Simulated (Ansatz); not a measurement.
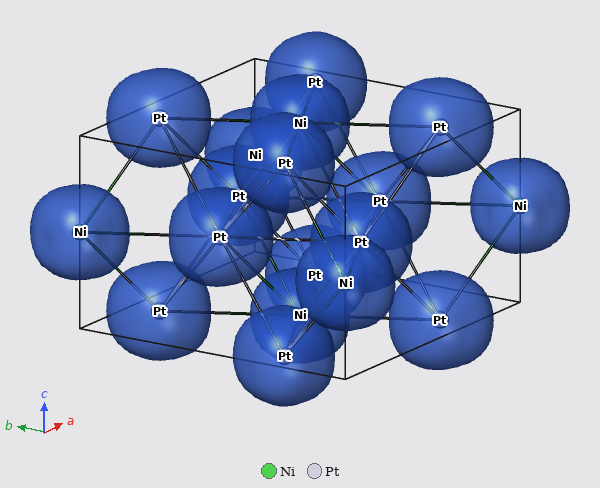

NiPt4. Isosurfaces of the spin density (up minus down) at +0.015 (blue) and −0.015 e/Å³ (red), seen at an oblique angle. Sticks mark near contacts.

Space group I4/m; a structure generated by program, which may or may not match a known phase; spin-polarised.

The calculation used DFT PBE, scalar-relativistic, plane waves, PAW in Ansatz.

The density is the valence pseudo-density of a PAW calculation; it isn't the true density close to the nuclei.

Q: Describe the spin distribution.

A: The spin density sits on Ni: +0.7 μB (×2) in one cell of 10 atoms, with smaller moments on other sites: Pt (up to +0.21 μB): parallel moments (a ferromagnetic arrangement) in this solution. The cell of the calculation (5 atoms) carries 1.5 μB of net spin moment. Only one sign reaches the isovalue.
